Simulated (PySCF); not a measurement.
Si(OH)2(OMe)2, SMILES CO[Si](O)(O)OC at its GFN2-xTB optimised geometry (Å):

```
15

C     -0.3850    -0.3709     2.5928
O     -0.8460    -0.4571     1.2697
Si    -0.3607     0.4284     0.0000
O     -0.8206     1.9894     0.0000
O      1.2662     0.4284     0.0000
O     -1.0761    -0.2210    -1.3032
C     -1.0816    -1.5727    -1.6777
H     -0.6466     0.5961     3.0278
H     -0.8642    -1.1695     3.1599
H      0.6985    -0.4906     2.6290
H     -1.7265     2.1958    -0.2125
H      1.7265     1.0835    -0.5180
H     -1.7456    -1.6721    -2.5369
H     -0.0762    -1.8984    -1.9527
H     -1.4422    -2.1958    -0.8585
```

Computed with CAM-B3LYP/def2-TZVP (PySCF 2.14.0). Cells within 0.4 Å of a nucleus heavier than hydrogen are left out (blank, or x).

Map of the HOMO amplitude (bohr^(-3/2)) on the plane z = 1.0 Å; orbital energy -9.68 eV, overall sign arbitrary:

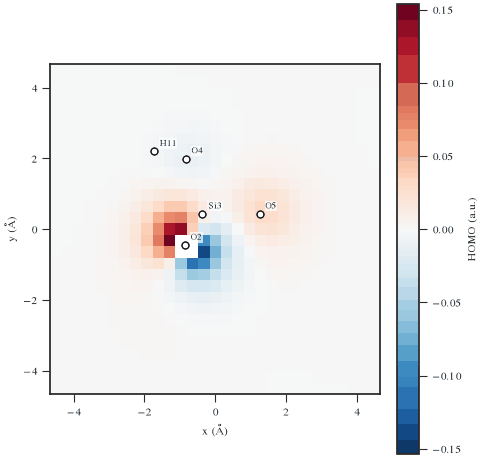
HOMO amplitude (bohr^(-3/2)) on the plane z = 1.0 Å.
